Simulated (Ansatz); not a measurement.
**InH2OF: nudged elastic band (part 2 of 2)**

Continued. System: InH2OF, SMILES [OH][InH][F]. Method: RKS r2SCAN-D4/def2-SVP (Ansatz 0.2.0). The run did not end well. It belongs to a series of runs on one base structure; here: band between the two ends.

Geometry of the input (Å):
```
O  -1.2990  -0.3577  -0.5851
In 0.4814  0.0418  0.2112
F  1.1994  -1.6610  0.8566
H  -1.7241  0.4396  -0.9315
H  1.3920  1.4638  0.4073
```

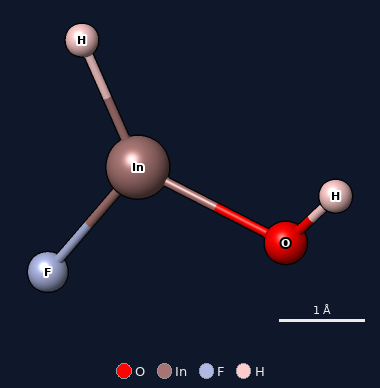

*The input geometry (ball-and-stick view, seen at a tilt). Sticks mark near contacts.*

```
Unfinished report: {"positions_ang":[[-1.4633533643828018,0.07359431150673554,-0.18845719715043652],[0.48696893287170934,0.11181787021782252,0.22275649250123172],[1.1056164559508328,-1.7104540320625123,0.619298193146165],[-1.6733415091793147,0.0672185232811157,-1.131955680421692],[1.5939084847395733,1.384223327056838,0.4369581919247321]],"unchecked":["starts","cluster_reference","orbital_swaps","neighbouring_geometries","increment"],"mean_field":{"relativity":"none","state":{"energy":{"ev":-9966.61561059547,"hartree":-366.2663680746853},"converged":true,"gradient_ev":0.0000214705694016046,"stability":{"kind":"minimum","curvature_ev":68.33380285380909},"curvature_floor_ev":0.00030000000000000003,"spin_squared":2.4868995751603507e-14},"others":[],"fillings":{"estimated":0,"unestimated":0,"tried":0,"untried":0,"excluded_magnetic_sites":0},"n_dropped_functions":0,"n_trapped_functions":0,"passes":{"evaluations":2,"products":17},"factors":{"origin":"density fitting in generated functions","count":723,"bound_ev":null},"gradient_stop_ev":0.00009,"reference_kind":"stationary","functional":{"name":"r2SCAN","citations":["Furness, Kaplan, Ning, Perdew & Sun, J. Phys. Chem. Lett. 11, 8208 (2020) doi:10.1021/acs.jpclett.0c02405","Furness, Kaplan, Ning, Perdew & Sun, J. Phys. Chem. Lett. 11, 9248 (2020) doi:10.1021/acs.jpclett.0c03077"],"text":"name \"r2SCAN\"\ncite \"Furness, Kaplan, Ning, Perdew & Sun, J. Phys. Chem. Lett. 11, 8208 (2020) doi:10.1021/acs.jpclett.0c02405\"\ncite \"Furness, Kaplan, Ning, Perdew & Sun, J. Phys. Chem. Lett. 11, 9248 (2020) doi:10.1021/acs.jpclett.0c03077\"\nparent r2scan\nparameter k0 = 0.174\nparameter k1 = 0.065\nparameter a1 = 4.9479\nexchange = r2scan_x(k0 = k0, k1 = k1, a1 = a1)\ncorrelation = r2scan_c\n","parameters":{"a1":{"value":4.9479,"default":4.9479},"k0":{"value":0.174,"default":0.174},"k1":{"value":0.065,"default":0.065}},"final_grid":{"core_spheres":27.0,"valence_spheres":18.0,"degree":36.0},"final_grid_parameter_source":"default","radial_points_factor":1.0,"radial_grid_error_ev":0.00004202825166463307,"grid_sensitivity":"normal","grid_sensitivity_ratio":0.004213694444324409},"unsmoothed_excess_ev":-0.00001624353401995642,"symmetry":{"irreps":["A"],"axes":[[0.9977445061539743,-0.047217977252933814,-0.047711246721329904],[0.04715156973181762,0.9988845749903899,-0.002517005779518691],[0.04777687632514006,0.00026166851169983425,0.9988579987256461]],"occupied":[{"A":20},{"A":20}]},"density_repulsion":{"missed_ev":0.00002193632132873498,"excess_ev":0.000021936320022224525,"most_excess_ev":0.00052,"are_drawn_again":false,"n_first_factors":723,"energy_change_ev":0.0,"n_dropped_ends":0},"direct_passes":"host"},"factors":{"origin":"density fitting in generated functions","count":723,"bound_ev":null},"n_frozen":0,"n_occupied":[20,20],"n_virtual":[44,44],"reference":{"ev":-9966.61561059547,"hartree":-366.2663680746853},"dispersion":{"energy":{"ev":-0.01385655927789585,"hartree":-0.0005092191611494559},"switches_in_reach":[]},"total":{"ev":-9966.62946715475,"hartree":-366.2668772938465},"forces_ev_per_angstrom":[[0.00892741140724192,0.0029667389805959287,0.002579830318393242],[0.0036805019411560065,0.000026839556495819893,0.010700360288639103],[-0.007438910073616617,-0.007596516196616328,-0.005068539322794417],[-0.0035033401042078153,-0.0050934867995033875,-0.004598622063901314],[-0.0016656631695172643,0.009696424456691353,-0.0036130292165995567]],"charge_distribution":{"dipole_moment_e_ang":[0.09768345953681176,0.5734197113201905,-0.35410255823595],"mulliken_charges_e":[-0.5013735817019231,0.8156952093041951,-0.446112925146144,0.1973994507104867,-0.06560815316660373],"lowdin_charges_e":[-0.033649190121620265,0.27978113522624426,-0.1631894730881882,-0.01920529856733566,-0.06373717344908725]},"n_threads":1,"memory_gib":1.7045454550534487,"seconds":{"hamiltonian":2.156736938,"orbitals":0.0,"second_order":0.0,"solver_start":0.0,"cycles":0.0,"cycle":0.0,"perturbative":0.0,"full_ci_increment":0.0,"forces":0.0}}
this run last wrote the band of iteration 60 to [file]
Error: NEB band did not converge after 60 iterations: max|band force component| = 4.09e-2 eV/Å (threshold 3.0e-2); raise `neb.max_iterations` in a new run, which can start from the last band evaluated (`neb.initial_path`, with `crystal.atoms` and `neb.final_atoms` set to its first and last images), add images, or start from endpoints closer to local minima. Where this run's directory can be resumed (`checkpoint.write`), a resume goes on for up to `neb.max_iterations` more; to start a new run from the last band, take its images' positions from the `neb_iteration` event of iteration 60 (`data.images[].positions_ang`), in the event stream of the run that computed that iteration (not this run's, if it was resumed behind it). With `checkpoint.write`, `steps/00-neb/state/checkpoint.json` in the run directory holds the last saved band, under `neb.evaluated.images[].positions_ang` (a band under a hybrid functional on support functions is neither saved nor resumed: `neb.initial_path` says where its path is): check the last entry of `neb.iterations` there, which is earlier than 60 if that iteration was not saved or its write failed. If the band's step has no `state` directory and holds `state.next`, a write was cut short, and the file is under `state.next` instead (behind a loss of power it can be under `state.prev`)
this run wrote the band of iteration 60 to [file] as well, whether or not its events were kept: a new run's `neb.initial_path` can list its `images[].positions_ang`
a run's events are kept only if it was started with --events-out <file>, and are in that file
```

## The last band as extended XYZ (Å, eV, eV/Å)
```
5
Properties=species:S:1:pos:R:3:forces:R:3 image=0 energy=-9966.74171
O    -1.2990   -0.3577   -0.5851    0.0110   0.0067   0.0036
In    0.4814    0.0418    0.2112   -0.0023  -0.0130   0.0019
F     1.1994   -1.6610    0.8566   -0.0013  -0.0011  -0.0005
H    -1.7241    0.4396   -0.9315   -0.0119  -0.0018  -0.0052
H     1.3920    1.4638    0.4073    0.0045   0.0091   0.0002
5
Properties=species:S:1:pos:R:3:forces:R:3 image=1 energy=-9966.72494
O    -1.3475   -0.3281   -0.4563    0.0317  -0.0484  -0.0641
In    0.4781    0.0828    0.2154    0.0017  -0.0329   0.0018
F     1.1965   -1.6502    0.7764    0.0203  -0.0122   0.0432
H    -1.7276    0.3624   -1.0155   -0.0124   0.0877   0.0536
H     1.4504    1.4595    0.4387   -0.0412   0.0058  -0.0345
5
Properties=species:S:1:pos:R:3:forces:R:3 image=2 energy=-9966.68588
O    -1.4066   -0.2367   -0.3261    0.0388  -0.1013  -0.0714
In    0.4768    0.0973    0.2204    0.0053  -0.0315   0.0020
F     1.1907   -1.6621    0.7062    0.0185  -0.0105   0.0569
H    -1.7016    0.2838   -1.0848   -0.0264   0.1340   0.0543
H     1.4905    1.4441    0.4430   -0.0362   0.0093  -0.0419
5
Properties=species:S:1:pos:R:3:forces:R:3 image=3 energy=-9966.64575
O    -1.4488   -0.0957   -0.2295    0.0096  -0.0820  -0.0490
In    0.4802    0.1060    0.2222    0.0098  -0.0174   0.0053
F     1.1586   -1.6842    0.6537    0.0105  -0.0078   0.0381
H    -1.6811    0.1831   -1.1257   -0.0105   0.0973   0.0361
H     1.5410    1.4172    0.4378   -0.0193   0.0100  -0.0304
5
Properties=species:S:1:pos:R:3:forces:R:3 image=4 energy=-9966.62945
O    -1.4634    0.0736   -0.1885    0.0089   0.0030   0.0026
In    0.4870    0.1118    0.2228    0.0037   0.0000   0.0107
F     1.1056   -1.7105    0.6193   -0.0074  -0.0076  -0.0051
H    -1.6733    0.0672   -1.1320   -0.0035  -0.0051  -0.0046
H     1.5939    1.3842    0.4370   -0.0017   0.0097  -0.0036
5
Properties=species:S:1:pos:R:3:forces:R:3 image=5 energy=-9966.66200
O    -1.4332    0.2821   -0.2339    0.0146   0.1222  -0.0464
In    0.4987    0.1174    0.2262    0.0114   0.0245   0.0161
F     1.0284   -1.7402    0.5965   -0.0401  -0.0073  -0.0603
H    -1.6840   -0.0854   -1.0918   -0.0041  -0.1502   0.0520
H     1.6400    1.3525    0.4616    0.0183   0.0109   0.0386
5
Properties=species:S:1:pos:R:3:forces:R:3 image=6 energy=-9966.73356
O    -1.3683    0.4315   -0.3538    0.0605   0.1317  -0.0894
In    0.5111    0.1248    0.2282    0.0054   0.0422   0.0114
F     0.9578   -1.7616    0.5642   -0.0699   0.0047  -0.0798
H    -1.7138   -0.2039   -0.9937   -0.0237  -0.1904   0.0995
H     1.6630    1.3356    0.5137    0.0277   0.0118   0.0582
5
Properties=species:S:1:pos:R:3:forces:R:3 image=7 energy=-9966.79782
O    -1.2999    0.4973   -0.4956    0.0376   0.0365  -0.0739
In    0.5234    0.1485    0.2210    0.0036   0.0403   0.0008
F     0.8838   -1.7645    0.5066   -0.0674   0.0167  -0.0549
H    -1.7375   -0.2850   -0.8578   -0.0005  -0.1003   0.0874
H     1.6800    1.3300    0.5844    0.0267   0.0067   0.0405
5
Properties=species:S:1:pos:R:3:forces:R:3 image=8 energy=-9966.82308
O    -1.2949    0.2448   -0.6885    0.0018  -0.0006   0.0010
In    0.4968    0.2970    0.1746   -0.0010   0.0029  -0.0009
F     0.9347   -1.5453    0.7076   -0.0018  -0.0022  -0.0005
H    -1.6285   -0.6650   -0.6930    0.0001  -0.0013   0.0003
H     1.5418    1.5949    0.4580    0.0008   0.0013   0.0001
```

## What the run reported

| quantity | value |
| --- | --- |
| outcome | not converged |
| barrier, forward (band not converged) | 0.112 eV |
| barrier, backward | 0.194 eV |
| hardware | 1 thread of an x86-64 CPU, shared host |
| wall time | 17 min |
| peak memory | 0.13 GiB |

## Diagnosis

The run did not converge: “NEB band did not converge after 60 iterations: max|band force component| = 4.09e-2 eV/Å (threshold 3.0e-2); raise `neb.max_iterations` in a new run, which can start from the last band evaluated (`neb.initial_path`, with `crystal.atoms` and `neb.final_atoms` set to its first and last images), add images, or start from endpoints closer to local minima …” Its last values are not results.
